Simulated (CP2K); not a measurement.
**Si2H4OF2 (SMILES O[SiH](F)[SiH2]F) at B3LYP/6-31G(d) (spherical functions)**

What is the energy change on altering one bond length of Si2H4OF2 at B3LYP/6-31G* (spherical functions)? 

The calculation is run with CP2K 2026.2.

## 1. The structure to begin with

The species is Si2H4OF2 (9 atoms), meant as a singlet with charge 0. As SMILES, `O[SiH](F)[SiH2]F`. Geometry: relaxed at PBE0-D4/def2-TZVP. This is one conformer, not always the lowest.

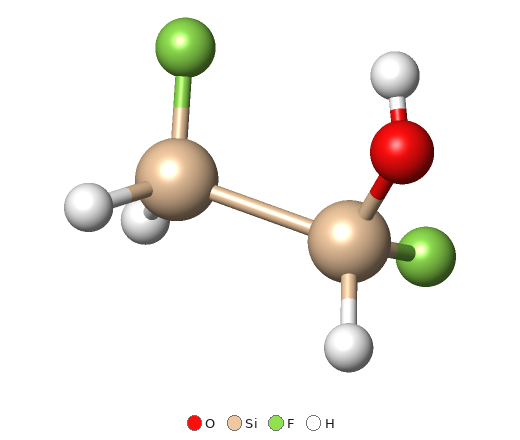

Viewed from a chosen angle; oxygen red, silicon light orange, fluorine green, hydrogen white.

## 2. A single-point energy at B3LYP/6-31G(d) (spherical functions)

molecule.inp reads:

```
&GLOBAL
  PROJECT molecule
  RUN_TYPE ENERGY
  PRINT_LEVEL MEDIUM
&END
&FORCE_EVAL
  METHOD QUICKSTEP
  &DFT
    BASIS_SET_FILE_NAME ./6_31gs.basis
    POTENTIAL_FILE_NAME POTENTIAL
    &QS
      METHOD GAPW
      EPS_DEFAULT 1.0E-10
    &END
    ! real-space grids
    &MGRID
      CUTOFF 280
      REL_CUTOFF 50
      NGRIDS 4
    &END
    &POISSON
      PERIODIC NONE
      POISSON_SOLVER MULTIPOLE
    &END
    &SCF
      SCF_GUESS ATOMIC
      EPS_SCF 1.0E-07
      MAX_SCF 80
      ADDED_MOS 5
      &DIAGONALIZATION
        ALGORITHM STANDARD
      &END
      &MIXING
        METHOD DIRECT_P_MIXING
        ALPHA 0.4
      &END
    &END
    &XC
      &XC_FUNCTIONAL
        &HYB_GGA_XC_B3LYP
        &END
      &END
      &HF
        FRACTION 0.2
        &SCREENING
          EPS_SCHWARZ 1.0E-10
        &END
        &MEMORY
          MAX_MEMORY 1050
        &END
      &END
    &END
    ! extra output
    &PRINT
      &MOMENTS
        PERIODIC F
        REFERENCE COM
        MAX_MOMENT 1
      &END
      &MO ON
        ENERGIES T
        OCCUPATION_NUMBERS T
        NDIGITS 6
        &EACH
          QS_SCF 0
        &END
        ADD_LAST NUMERIC
      &END
      &LOWDIN ON
      &END
      &HIRSHFELD OFF
      &END
    &END
  &END
  &SUBSYS
    &CELL
      ABC 11.4 11.3 11.1
      PERIODIC NONE
    &END
    &COORD
      UNIT bohr
      O      1.5954958     3.3385791    -0.9165172
      Si     1.8319005     0.2604043    -0.8562349
      F      1.8645928    -0.8687071    -3.6632341
      Si    -1.6894152    -1.4596245     1.2629040
      F     -4.0324866     0.3828585     0.6307906
      H     -0.0268341     4.0721708    -1.2568568
      H      4.3172683    -0.3097261     0.2906399
      H     -2.3678268    -4.0513838     0.4282119
      H     -1.3256429    -1.4518766     4.0483603
    &END
    &TOPOLOGY
      &CENTER_COORDINATES
      &END
    &END
    &KIND O
      BASIS_SET 6-31Gs
      POTENTIAL ALL
      LEBEDEV_GRID 194
      RADIAL_GRID 100
    &END
    &KIND Si
      BASIS_SET 6-31Gs
      POTENTIAL ALL
      LEBEDEV_GRID 194
      RADIAL_GRID 100
    &END
    &KIND F
      BASIS_SET 6-31Gs
      POTENTIAL ALL
      LEBEDEV_GRID 194
      RADIAL_GRID 100
    &END
    &KIND H
      BASIS_SET 6-31Gs
      POTENTIAL ALL
      LEBEDEV_GRID 194
      RADIAL_GRID 100
    &END
  &END
&END
```

The run is started by

```
OMP_NUM_THREADS=1 cp2k.psmp molecule.inp > molecule.out
```

The log of the run:

```text
CP2K| version string:                                       CP2K version 2026.2
[...]
 GLOBAL| Method name                                                        CP2K
[...]
 GLOBAL| Run type                                                         ENERGY
[...]
 DFT| Spin restricted Kohn-Sham (RKS) calculation                            RKS
 DFT| Multiplicity                                                             1
[...]
 DFT| Charge                                                                   0
[...]
 FUNCTIONAL| HYB_GGA_XC_B3LYP:
[...]
 QS| Method:                                                                GAPW
[...]
 QS| Density cutoff [a.u.]:                                                140.0
[...]
 QS| Relative density cutoff [a.u.]:                                        25.0
[...]
                             - Atoms:                                          9
[...]
                             - Spherical basis functions:                     86
[...]
 Number of electrons:                                                         58
[...]
     1 P_Mix/Diag. 0.40E+00    5.5     0.49806426      -856.8369248406 -8.57E+02
[...]
    14 DIIS/Diag.  0.70E-07    1.7     0.00000003      -856.4387030575  1.36E-12
  *** SCF run converged in    14 steps ***
[...]
  Overlap energy of the core charge distribution:               0.00000024187654
  Self energy of the core charge distribution:               -538.99960992239744
  Core Hamiltonian energy:                                   -337.04166635009392
  Hartree energy:                                             130.50080733555347
  Exchange-correlation energy:                                -19.26557728815020
  Hartree-Fock Exchange energy:                               -14.14103339382670
[...]
                     Mulliken Population Analysis
 #  Atom  Element  Kind  Atomic population                           Net charge
       1     O        1          8.692501                             -0.692501
       2     Si       2         13.187111                              0.812889
       3     F        3          9.385549                             -0.385549
       4     Si       2         13.482205                              0.517795
       5     F        3          9.408755                             -0.408755
       6     H        4          0.564096                              0.435904
       7     H        4          1.102702                             -0.102702
       8     H        4          1.085231                             -0.085231
       9     H        4          1.091849                             -0.091849
 # Total charge                             58.000000                 -0.000000
[...]
  Dipole moment [Debye]
    X= -0.3496780E+00 Y= -0.2533720E+00 Z=  0.9491935E+00  Total=      1.0428041
 ENERGY| Total FORCE_EVAL ( QS ) energy [hartree]           -856.438703057484304
[...]
```

It took 29 s on 1 thread of Arm Neoverse V2, shared host; peak memory 0.82 GiB.

## 3. The distorted shape, same level

run.inp reads:

```
&GLOBAL
 PROJECT run
 RUN_TYPE ENERGY
 PRINT_LEVEL MEDIUM
&END
&FORCE_EVAL
 METHOD Quickstep
 &DFT
  BASIS_SET_FILE_NAME ./6_31gs.basis
  POTENTIAL_FILE_NAME POTENTIAL
  &QS
   METHOD GAPW
   EPS_DEFAULT 1.0E-10
  &END
  # real-space grids
  &MGRID
   CUTOFF 280
   REL_CUTOFF 50
   NGRIDS 4
  &END
  &POISSON
   PERIODIC NONE
   POISSON_SOLVER MULTIPOLE
  &END
  &SCF
   SCF_GUESS ATOMIC
   EPS_SCF 1.0E-07
   MAX_SCF 80
   ADDED_MOS 5
   &DIAGONALIZATION
    ALGORITHM STANDARD
   &END
   &MIXING
    METHOD DIRECT_P_MIXING
    ALPHA 0.4
   &END
  &END
  # functional
  &XC
   &XC_FUNCTIONAL
    &HYB_GGA_XC_B3LYP
    &END
   &END
   &HF
    FRACTION 0.2
    &SCREENING
     EPS_SCHWARZ 1.0E-10
    &END
    &MEMORY
     MAX_MEMORY 1050
    &END
   &END
  &END
  # extra output
  &PRINT
   &MOMENTS
    PERIODIC F
    REFERENCE COM
    MAX_MOMENT 1
   &END
   &MO ON
    ENERGIES T
    OCCUPATION_NUMBERS T
    NDIGITS 6
    &EACH
     QS_SCF 0
    &END
    ADD_LAST NUMERIC
   &END
   &LOWDIN ON
   &END
   &HIRSHFELD OFF
   &END
  &END
 &END
 &SUBSYS
  &CELL
   ABC 11.6 11.3 11.1
   PERIODIC NONE
  &END
  &COORD
   UNIT bohr
   O      1.2226830     3.4241006    -1.0885522
   Si     1.4590878     0.3459257    -1.0282699
   F      1.4917800    -0.7831857    -3.8352691
   Si    -2.0622279    -1.3741030     1.0908690
   F     -4.4052993     0.4683800     0.4587556
   H     -0.3996468     4.1576923    -1.4288918
   H      4.3172683    -0.3097261     0.2906399
   H     -2.7406396    -3.9658624     0.2561769
   H     -1.6984556    -1.3663551     3.8763253
  &END
  &TOPOLOGY
   &CENTER_COORDINATES
   &END
  &END
  &KIND O
   BASIS_SET 6-31Gs
   POTENTIAL ALL
   LEBEDEV_GRID 194
   RADIAL_GRID 100
  &END
  &KIND Si
   BASIS_SET 6-31Gs
   POTENTIAL ALL
   LEBEDEV_GRID 194
   RADIAL_GRID 100
  &END
  &KIND F
   BASIS_SET 6-31Gs
   POTENTIAL ALL
   LEBEDEV_GRID 194
   RADIAL_GRID 100
  &END
  &KIND H
   BASIS_SET 6-31Gs
   POTENTIAL ALL
   LEBEDEV_GRID 194
   RADIAL_GRID 100
  &END
 &END
&END
```

The run is started by

```
OMP_NUM_THREADS=1 cp2k.psmp run.inp > run.out
```

The log of the run, shortened:

```text
CP2K| version string:                                       CP2K version 2026.2
[...]
 GLOBAL| Method name                                                        CP2K
[...]
 GLOBAL| Run type                                                         ENERGY
[...]
 DFT| Spin restricted Kohn-Sham (RKS) calculation                            RKS
 DFT| Multiplicity                                                             1
[...]
 DFT| Charge                                                                   0
[...]
 FUNCTIONAL| HYB_GGA_XC_B3LYP:
[...]
 QS| Method:                                                                GAPW
[...]
 QS| Density cutoff [a.u.]:                                                140.0
[...]
 QS| Relative density cutoff [a.u.]:                                        25.0
[...]
                             - Atoms:                                          9
[...]
                             - Spherical basis functions:                     86
[...]
 Number of electrons:                                                         58
[...]
     1 P_Mix/Diag. 0.40E+00    5.5     0.49769918      -856.7782392891 -8.57E+02
[...]
    14 DIIS/Diag.  0.76E-07    1.7     0.00000004      -856.4265411268  2.27E-13
  *** SCF run converged in    14 steps ***
[...]
  Overlap energy of the core charge distribution:               0.00000020567049
  Self energy of the core charge distribution:               -538.99960992239744
  Core Hamiltonian energy:                                   -337.15245093128448
  Hartree energy:                                             130.60666022305060
  Exchange-correlation energy:                                -19.22956714048849
  Hartree-Fock Exchange energy:                               -14.12946481214172
[...]
                     Mulliken Population Analysis
 #  Atom  Element  Kind  Atomic population                           Net charge
       1     O        1          8.689913                             -0.689913
       2     Si       2         13.181555                              0.818445
       3     F        3          9.380101                             -0.380101
       4     Si       2         13.469996                              0.530004
[...]
  Dipole moment [Debye]
    X= -0.7657328E+00 Y= -0.2060842E+00 Z=  0.8393646E+00  Total=      1.1547079
 ENERGY| Total FORCE_EVAL ( QS ) energy [hartree]           -856.426541126777465
[...]
```

Run time: 29 s. Hardware: 1 thread of Arm Neoverse V2, shared host; peak memory 0.82 GiB.

## 4. Results

At B3LYP/6-31G* (spherical functions):

```
                                                          quantity          value
                                         first shape: total energy  -856.43870 Eh
                                        first shape: dipole moment         1.04 D
                                          first shape: HOMO energy       -7.81 eV
                                          first shape: LUMO energy       -0.88 eV
                                        first shape: HOMO–LUMO gap        6.93 eV
                                     distorted shape: total energy  -856.42654 Eh
                                    distorted shape: dipole moment         1.15 D
                                      distorted shape: HOMO energy       -7.81 eV
                                      distorted shape: LUMO energy       -0.95 eV
                                    distorted shape: HOMO–LUMO gap        6.86 eV
energy change with the Si2–H7 bond stretched from 1.480 to 1.702 Å       0.331 eV
```

**Reading.** With the Si2–H7 bond stretched from 1.480 to 1.702 Å the energy rises by 0.33 eV (31.9 kJ/mol). The first shape isn't relaxed at this level, so the change isn't measured from a minimum.
